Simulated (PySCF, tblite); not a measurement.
# CH₁₀OSSi₃: geometry, infrared bands and NMR shifts

What infrared bands and NMR shifts should CH₁₀OSSi₃ (`C[Si@@H](S)[SiH2]O[SiH3]`) show?

Programs: tblite 0.8.0 and PySCF 2.14.0, with density-fitted response routines of our own. Each step states its level of theory. These are calculated values for one molecule in the gas phase, unless marked as measured. Atoms are numbered from 0 throughout.

**1. The starting structure**

16 atoms, charge 0, multiplicity 1; geometry from: force field or distance geometry start.

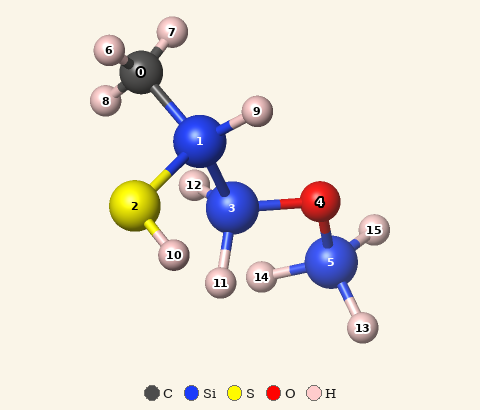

The starting geometry (carbon dark grey, silicon blue, sulfur yellow, oxygen red, hydrogen pink), atoms numbered; sticks join atoms by distance.

**2. Optimising the geometry with GFN2-xTB**

What the job is given:

```
{"job": {"kind": "relax", "xc": "GFN2-xTB", "basis": "xTB"}, "charge": 0, "multiplicity": 1}
C     -2.644800     0.710100     0.451100
Si    -1.429800    -0.661700     0.783600
S     -2.019300    -2.298300    -0.486300
Si     0.533300     0.020400     0.043400
O      1.699500     0.304100     1.282900
Si     3.138500     0.722300     0.417100
H     -3.678000     0.276300     0.469000
H     -2.508000     1.530700     1.182600
H     -2.416300     1.046300    -0.588800
H     -1.450300    -1.079600     2.190200
H     -1.291900    -3.467600    -0.218800
H      1.143000    -1.005200    -0.838200
H      0.352800     1.310000    -0.636000
H      4.068400    -0.429400     0.333100
H      2.740900     1.149100    -0.942400
H      3.754400     1.881500     1.081000
```

Launch:

```bash
OMP_NUM_THREADS=1 python probes_run.py task.json out
```

The driver reads the jobs from task.json and runs them one after another.

Standard output:

```text
step      E/eV     max force
  0    -539.29969    2.997
  1    -539.58090    1.979
  2    -539.75273    1.119
  3    -539.81234    0.881
  4    -539.92638    0.644
  5    -539.95801    0.694
  6    -540.05164    0.572
  7    -540.08459    0.546
  8    -540.13080    0.547
  9    -540.16169    0.613
 10    -540.20212    0.589
 11    -540.23608    0.505
 12    -540.25905    0.410
 13    -540.27463    0.296
 14    -540.29233    0.283
 15    -540.30688    0.302
 16    -540.31861    0.325
 17    -540.33232    0.276
 18    -540.34670    0.371
 19    -540.36241    0.357
 20    -540.37849    0.320
 21    -540.39317    0.360
 22    -540.40693    0.315
 23    -540.42095    0.254
 24    -540.43358    0.255
 25    -540.44453    0.224
 26    -540.45423    0.256
 27    -540.46203    0.202
 28    -540.46821    0.315
 29    -540.47669    0.345
 30    -540.48513    0.269
 31    -540.49622    0.225
 32    -540.50169    0.199
 33    -540.51095    0.234
 34    -540.51965    0.249
 35    -540.53079    0.241
 36    -540.53961    0.234
 37    -540.54821    0.213
 38    -540.55616    0.234
 39    -540.56132    0.313
 40    -540.56654    0.196
 41    -540.57132    0.142
 42    -540.57493    0.165
 43    -540.57939    0.203
 44    -540.58316    0.158
 45    -540.58507    0.122
 46    -540.58618    0.066
 47    -540.58672    0.061
 48    -540.58720    0.062
 49    -540.58773    0.053
 50    -540.58823    0.053
 51    -540.58871    0.072
 52    -540.58919    0.069
 53    -540.58969    0.060
 54    -540.59014    0.055
 55    -540.59049    0.042
 56    -540.59081    0.043
 57    -540.59122    0.055
 58    -540.59185    0.069
 59    -540.59265    0.078
 60    -540.59340    0.065
 61    -540.59395    0.057
 62    -540.59441    0.055
 63    -540.59497    0.063
 64    -540.59565    0.061
 65    -540.59631    0.065
 66    -540.59690    0.076
 67    -540.59752    0.081
 68    -540.59825    0.074
 69    -540.59905    0.083
 70    -540.59969    0.060
 71    -540.60006    0.038
 72    -540.60027    0.039
 73    -540.60047    0.039
 74    -540.60079    0.057
 75    -540.60124    0.082
 76    -540.60182    0.074
 77    -540.60236    0.049
 78    -540.60270    0.037
 79    -540.60289    0.041
 80    -540.60315    0.042
 81    -540.60350    0.052
 82    -540.60408    0.058
 83    -540.60450    0.082
 84    -540.60546    0.055
 85    -540.60592    0.046
 86    -540.60624    0.044
 87    -540.60639    0.042
 88    -540.60655    0.036
 89    -540.60707    0.048
 90    -540.60727    0.045
 91    -540.60746    0.028
 92    -540.60756    0.027
 93    -540.60762    0.029
 94    -540.60772    0.027
 95    -540.60785    0.025
 96    -540.60798    0.024
 97    -540.60806    0.021
 98    -540.60813    0.020
 99    -540.60819    0.018
100    -540.60825    0.019
101    -540.60832    0.014
102    -540.60838    0.016
103    -540.60842    0.020
104    -540.60848    0.026
105    -540.60860    0.028
106    -540.60881    0.033
107    -540.60906    0.030
108    -540.60926    0.024
109    -540.60935    0.022
110    -540.60941    0.024
111    -540.60950    0.023
112    -540.60972    0.029
113    -540.60997    0.036
114    -540.61023    0.035
115    -540.61038    0.025
116    -540.61048    0.019
117    -540.61058    0.025
118    -540.61073    0.033
119    -540.61092    0.034
120    -540.61111    0.031
121    -540.61123    0.023
122    -540.61136    0.032
123    -540.61145    0.025
124    -540.61156    0.021
125    -540.61162    0.025
126    -540.61179    0.042
127    -540.61203    0.056
128    -540.61263    0.066
129    -540.61348    0.082
130    -540.61449    0.080
131    -540.61519    0.090
132    -540.61551    0.069
133    -540.61587    0.029
134    -540.61605    0.034
135    -540.61630    0.042
136    -540.61658    0.041
137    -540.61687    0.041
138    -540.61716    0.046
139    -540.61743    0.041
140    -540.61761    0.031
141    -540.61771    0.029
142    -540.61779    0.023
143    -540.61784    0.015
144    -540.61789    0.015
145    -540.61793    0.013
146    -540.61797    0.020
147    -540.61806    0.031
148    -540.61827    0.047
149    -540.61867    0.065
150    -540.61934    0.079
151    -540.62007    0.077
152    -540.62062    0.053
153    -540.62098    0.047
154    -540.62130    0.050
155    -540.62176    0.050
156    -540.62242    0.053
157    -540.62281    0.050
158    -540.62320    0.066
159    -540.62362    0.082
160    -540.62423    0.078
161    -540.62500    0.083
162    -540.62601    0.083
163    -540.62710    0.070
164    -540.62798    0.050
165    -540.62826    0.089
166    -540.62875    0.039
167    -540.62900    0.026
168    -540.62930    0.032
169    -540.62948    0.028
170    -540.62957    0.023
171    -540.62965    0.019
172    -540.62972    0.031
173    -540.62979    0.020
174    -540.62985    0.019
175    -540.62990    0.011
176    -540.62993    0.012
177    -540.62995    0.009
```

Run time: 1.6 s. Hardware: 1 thread of Arm Neoverse V1, shared host; peak memory 0.18 GiB.

Relaxation path: (not every step is listed)

| step | energy from step 0 (eV) | largest force (eV/Å) |
| --- | --- | --- |
| 0 | 0.0000 | 2.9966 |
| 1 | -0.2812 | 1.9785 |
| 2 | -0.4530 | 1.1191 |
| 3 | -0.5126 | 0.8815 |
| 4 | -0.6267 | 0.6435 |
| 5 | -0.6583 | 0.6943 |
| 6 | -0.7519 | 0.5723 |
| 7 | -0.7849 | 0.5464 |
| 8 | -0.8311 | 0.5475 |
| 24 | -1.1339 | 0.2545 |
| 40 | -1.2668 | 0.1957 |
| 56 | -1.2911 | 0.0428 |
| 72 | -1.3006 | 0.0393 |
| 88 | -1.3069 | 0.0355 |
| 104 | -1.3088 | 0.0257 |
| 120 | -1.3114 | 0.0309 |
| 136 | -1.3169 | 0.0413 |
| 152 | -1.3209 | 0.0527 |
| 168 | -1.3296 | 0.0317 |
| 172 | -1.3300 | 0.0309 |
| 173 | -1.3301 | 0.0202 |
| 174 | -1.3302 | 0.0188 |
| 175 | -1.3302 | 0.0112 |
| 176 | -1.3302 | 0.0119 |
| 177 | -1.3303 | 0.0086 |

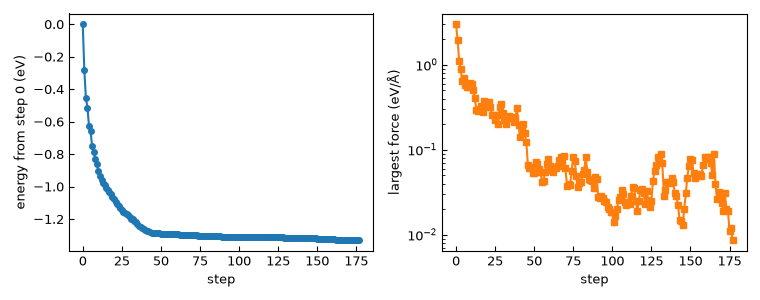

Energy and largest force along the relaxation.

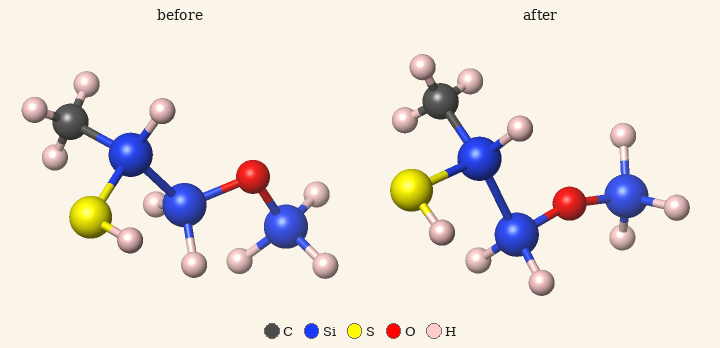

Before and after, at one scale.

Close pairs (by a distance rule), those that changed most:

| bond | before (Å) | after (Å) | change (Å) |
| --- | --- | --- | --- |
| O4–Si5 | 1.731 | 1.620 | -0.111 |
| Si3–O4 | 1.725 | 1.622 | -0.103 |
| Si1–Si3 | 2.206 | 2.307 | +0.101 |
| S2–H10 | 1.403 | 1.323 | -0.079 |
| C0–Si1 | 1.862 | 1.902 | +0.040 |
| C0–H6 | 1.121 | 1.087 | -0.034 |
| C0–H8 | 1.117 | 1.088 | -0.029 |
| Si1–S2 | 2.154 | 2.178 | +0.025 |

The end geometry stands in the next job.

**3. Vibrational analysis with GFN2-xTB**

What the job is given:

```
{"job": {"kind": "ir", "xc": "GFN2-xTB", "basis": "xTB"}, "charge": 0, "multiplicity": 1}
C     -2.257676     0.745593     0.927236
Si    -1.247300    -0.824922     0.566583
S     -2.689303    -2.122203    -0.424922
Si     0.581393    -0.482344    -0.797403
O      1.570680     0.368494     0.165833
Si     2.903861     1.125520     0.688804
H     -3.125564     0.531124     1.545688
H     -1.650838     1.484552     1.442597
H     -2.619437     1.195470     0.005359
H     -0.998631    -1.503647     1.852786
H     -1.846943    -3.096038    -0.730586
H      1.302098    -1.695766    -1.209713
H      0.364332     0.323212    -2.005674
H      3.760944     0.099898     1.276996
H      3.545375     1.777794    -0.449854
H      2.399410     2.082206     1.669826
```

Standard output:

```text
mode    cm-1     km/mol
  1      11.3      0.02
  2      22.2      0.68
  3      39.3      0.26
  4      62.8      2.86
  5      92.7      3.06
  6     112.4      8.62
  7     123.9      8.43
  8     136.4     28.33
  9     147.2      1.19
 10     174.7      5.29
 11     402.6     27.27
 12     424.1     13.77
 13     506.8     53.88
 14     562.0      3.60
 15     584.5      6.46
 16     598.0    139.60
 17     614.0     74.23
 18     617.6    107.55
 19     639.2    372.81
 20     675.4     24.17
 21     732.8    457.01
 22     751.2     39.07
 23     768.2    173.41
 24     781.1    156.57
 25     799.3    398.20
 26     817.3    321.48
 27     822.5    121.11
 28     831.2     50.04
 29    1095.2    677.59
 30    1363.7     13.72
 31    1472.2      0.75
 32    1473.5      0.57
 33    2137.6    153.43
 34    2165.2    392.60
 35    2199.6    168.92
 36    2268.9    418.30
 37    2275.5    383.14
 38    2289.3     81.86
 39    2473.0    108.98
 40    3022.8     17.94
 41    3030.5     14.05
 42    3037.6     20.12
```

It took 0.72 s on 1 thread of Arm Neoverse V1, shared host; peak memory 0.18 GiB.

Which atoms move in the most intense modes:

| cm⁻¹ | km/mol | atoms |
| --- | --- | --- |
| 639 | 372.8 | H9 83 % |
| 733 | 457.0 | H12 34 %, H11 32 %, Si3 14 % |
| 799 | 398.2 | H11 35 %, H12 35 % |
| 817 | 321.5 | H15 18 %, H13 16 %, H14 15 %, H6 14 % |
| 1095 | 677.6 | O4 79 % |
| 2165 | 392.6 | H11 73 %, H12 19 % |
| 2269 | 418.3 | H14 66 %, H13 26 % |
| 2276 | 383.1 | H15 56 %, H13 36 % |

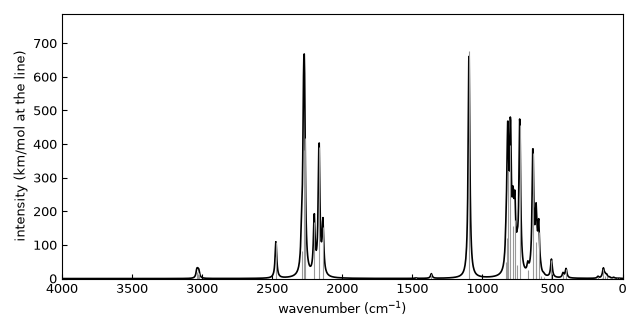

The infrared spectrum from these modes, unscaled. Lines are broadened to a width of 14 cm⁻¹ (Lorentzian).

**4. Shielding tensors: PBE0/pcSseg-1**

Same as in step 3 but for these lines:

```diff
@@ -1,2 +1,2 @@
-{"job": {"kind": "ir", "xc": "GFN2-xTB", "basis": "xTB"}, "charge": 0, "multiplicity": 1}
+{"job": {"kind": "nmr", "xc": "PBE0", "basis": "pcSseg-1"}, "charge": 0, "multiplicity": 1}
 C     -2.257676     0.745593     0.927236
```

Method: GIAO PBE0/pcSseg-1 NMR shielding, non-relativistic, gas phase.

Standard output:

```text
coarse grid: 14872 points
cycle   1  E = -1385.2337291634  dE =  3.353e-01  |g| = 8.279e-01  |ddm| = 3.594e+00
cycle   2  E = -1385.0145292235  dE =  2.192e-01  |g| = 1.342e+00  |ddm| = 1.883e+00
cycle   3  E = -1385.3617766458  dE = -3.472e-01  |g| = 1.209e-01  |ddm| = 1.364e+00
cycle   4  E = -1385.3645000232  dE = -2.723e-03  |g| = 5.183e-02  |ddm| = 1.811e-01
cycle   5  E = -1385.3651853415  dE = -6.853e-04  |g| = 6.522e-03  |ddm| = 5.958e-02
cycle   6  E = -1385.3651952857  dE = -9.944e-06  |g| = 2.186e-03  |ddm| = 9.954e-03
final grid: 123664 points
cycle   7  E = -1385.4106940532  dE = -1.177e-05  |g| = 1.057e-02  |ddm| = 2.219e-02
cycle   8  E = -1385.4106751434  dE =  1.891e-05  |g| = 1.435e-02  |ddm| = 2.039e-02
cycle   9  E = -1385.4107168254  dE = -4.168e-05  |g| = 1.411e-03  |ddm| = 1.189e-02
cycle  10  E = -1385.4107172093  dE = -3.839e-07  |g| = 1.933e-04  |ddm| = 1.455e-03
cycle  11  E = -1385.4107172183  dE = -8.954e-09  |g| = 5.058e-05  |ddm| = 2.530e-04
cycle  12  E = -1385.4107172189  dE = -6.266e-10  |g| = 1.217e-05  |ddm| = 6.843e-05
converged SCF energy = -1385.4107172189

GIAO shielding tensors (ppm)
atom      isotropic    diamagn.    paramagn.     s11        s22        s33       span
  0 C      191.166     254.124     -62.958    187.382    192.058    194.056      6.674
  1 Si     382.586     880.276    -497.690    353.813    390.153    403.792     49.980
  2 S      781.701    1057.249    -275.548    685.941    690.913    968.249    282.308
  3 Si     381.927     880.593    -498.666    335.284    352.190    458.308    123.024
  4 O      346.548     399.679     -53.131    258.030    383.821    397.793    139.764
  5 Si     389.483     880.370    -490.887    352.453    354.837    461.160    108.708
  6 H       30.891      28.762       2.129     25.924     28.426     38.322     12.398
  7 H       31.107      32.334      -1.226     25.912     28.716     38.694     12.781
  8 H       31.238      31.462      -0.224     27.185     28.619     37.909     10.724
  9 H       26.349      30.218      -3.868     22.389     25.111     31.548      9.159
 10 H       32.210      31.017       1.193     23.440     28.596     44.595     21.154
 11 H       26.386      30.023      -3.636     22.472     26.211     30.477      8.005
 12 H       26.333      30.304      -3.971     23.082     25.753     30.162      7.079
 13 H       26.679      28.920      -2.241     23.094     25.133     31.809      8.715
 14 H       26.667      28.811      -2.143     23.267     24.951     31.784      8.517
 15 H       26.693      29.858      -3.165     22.764     25.641     31.675      8.911
```

Run time: 49 s. Hardware: 1 thread of Arm Neoverse V1, shared host; peak memory 0.88 GiB.

The references, computed at this level on geometries of the same kind, shield at (ppm): 1H TMS 31.72, 13C TMS 186.9, 29Si TMS 349.2, 17O H2O 336.1, 33S CS2 504. Their shielding less the atom's gives the shift. The references are single molecules in the gas phase, so shifts against H2O, NH3, PH3, H3PO4 or CFCl3 are not on the usual liquid scales and can be off by tens of ppm. Atoms listed in one row are averaged.

| atoms | environment | σ (ppm) | δ (ppm) | δ scaled to CDCl3 |
| --- | --- | --- | --- | --- |
| C0 | methyl carbon bonded to Si | 191.2 | -4.2 | -6.1 |
| H12 | hydrogen on a silicon bonded to O, Si | 26.33 | 5.38 | – |
| H9 | hydrogen on a silicon bonded to C, S, Si | 26.35 | 5.37 | – |
| H11 | hydrogen on a silicon bonded to O, Si | 26.39 | 5.33 | – |
| H13, H14, H15 | hydrogen on a silicon bonded to O | 26.68 | 5.04 | – |
| H6, H7, H8 | hydrogen on a methyl carbon bonded to Si | 31.08 | 0.64 | 0.71 |
| H10 | hydrogen on a sulfur bonded to Si | 32.21 | -0.49 | – |
| Si3 | silicon bonded to O, Si, 2 H | 381.9 | -32.8 | – |
| Si1 | silicon bonded to C, S, Si, H | 382.6 | -33.4 | – |
| Si5 | silicon bonded to O, 3 H | 389.5 | -40.3 | – |
| S2 | sulfur bonded to Si, H | 782 | -278 | – |
| O4 | oxygen bonded to 2 Si | 346.5 | -10.5 | – |

The scaled column applies a straight-line fit of computed shieldings to shifts measured in CDCl3, with any fitted terms for Cl, Br or S neighbours (root-mean-square error 0.16 ppm for H, 1.9 ppm for C).

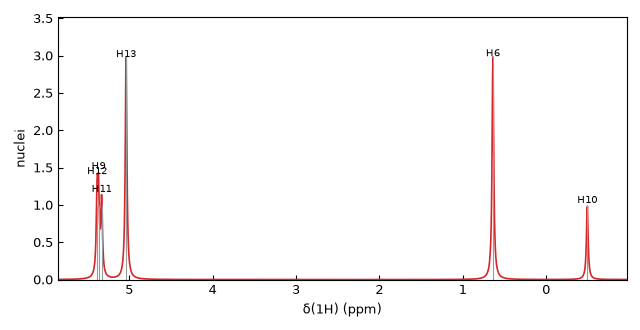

1H lines at the computed shifts, without couplings. Lines are broadened to a width of 0.02 ppm (Lorentzian).

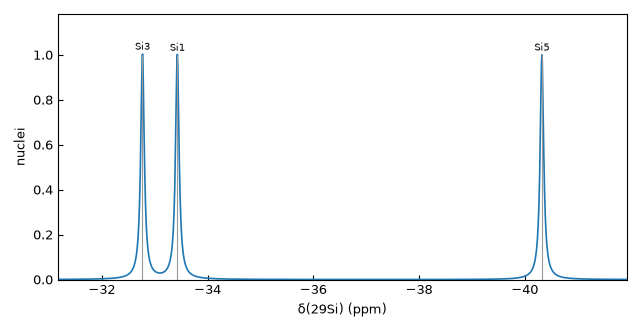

29Si lines at the computed shifts, without couplings. Lines are broadened to a width of 0.08 ppm (Lorentzian).

Charges from the same density, by scheme (e):

| atoms | Mulliken | IAO | Hirshfeld | ESP fit |
| --- | --- | --- | --- | --- |
| C0 | -0.61 | -0.70 | -0.21 | -0.36 |
| Si1 | 0.33 | 0.55 | 0.26 | 0.36 |
| S2 | -0.39 | -0.34 | -0.17 | -0.43 |
| Si3 | 0.67 | 0.74 | 0.32 | 0.18 |
| O4 | -0.73 | -0.90 | -0.31 | -0.27 |
| Si5 | 0.74 | 0.89 | 0.40 | 0.58 |

Mulliken charges:

C0 -0.61; Si1 0.33; S2 -0.39; Si3 0.67; O4 -0.73; Si5 0.74; H6 0.16; H7 0.15; H8 0.15; H9 -0.02; H10 0.15; H11 -0.11; H12 -0.10; H13 -0.12; H14 -0.12; H15 -0.13

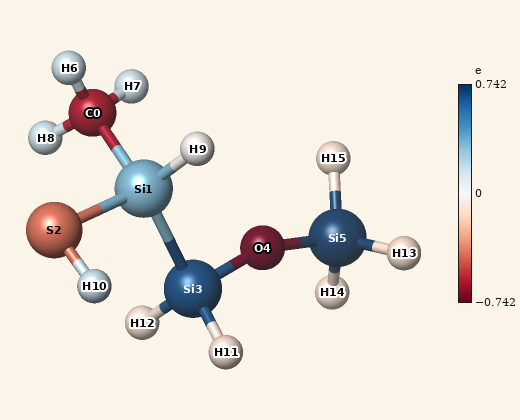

Mulliken charges, as colours on the atoms.

Mayer bond orders: C0–Si1 0.96, Si1–S2 0.96, Si1–Si3 0.88, Si3–O4 0.90, O4–Si5 0.92.

Orbitals, density, ELF and potential are computed afterwards from the orbital file.

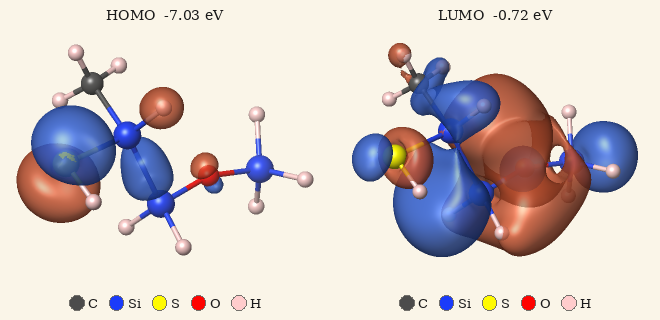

PBE0/pcSseg-1 orbitals near the gap, drawn at the value that encloses 70 % of each; the two colours are the two signs.

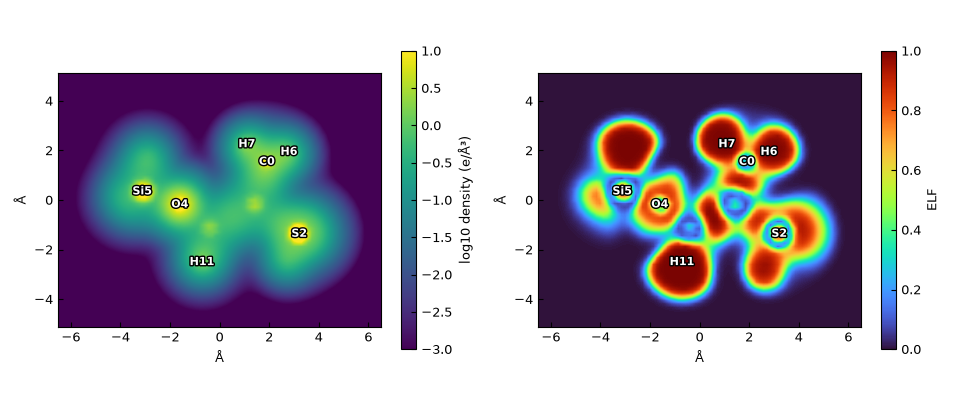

Density (left) and ELF (right) in a plane through or near 7 of the atoms.

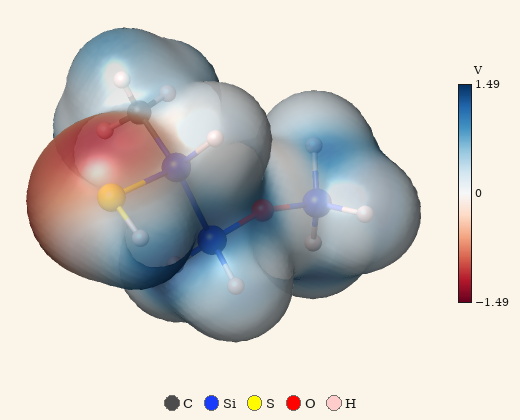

Electrostatic potential on the surface of density 0.002 e/bohr³; red is low, blue high. It runs from -1.01 V near S2 to 1.49 V near H15.

**5. Outcome**

```
                                                              quantity                                    value
                             strongest single infrared mode (GFN2-xTB)                    1095 cm⁻¹, 678 km/mol
                                          zero-point energy (GFN2-xTB)                            61.7 kcal/mol
                                13C shifts against TMS (PBE0/pcSseg-1)                                 -4.2 ppm
1H shifts against TMS (PBE0/pcSseg-1, means over atoms taken as alike)  5.38, 5.37, 5.33, 5.04, 0.64, -0.49 ppm
                               29Si shifts against TMS (PBE0/pcSseg-1)                  -32.8, -33.4, -40.3 ppm
                                33S shifts against CS2 (PBE0/pcSseg-1)                                 -278 ppm
                                17O shifts against H2O (PBE0/pcSseg-1)                                -10.5 ppm
                                 surface potential, least and greatest                       -1.01 V and 1.49 V
```

What this shows: The optimisation took 177 steps and gained 1.330 eV; among the close pairs (by a distance rule), O4–Si5 changed most, from 1.731 to 1.620 Å. No mode is imaginary among the 42: a minimum at this level. The strongest single mode, at 1095 cm⁻¹, moves mainly O4. Unscaled tight-binding wavenumbers are off by several per cent, some by more. Its intensities can rank the bands wrongly. At PBE0/pcSseg-1: Shielding is most anisotropic at S2 (span 282 ppm, paramagnetic term -276 ppm). At PBE0/pcSseg-1, counted by nearest atom on the grid, the HOMO lies on S2 67 %; H10 8 %, the LUMO on Si1, Si3 about 16 % each; O4 12 %.
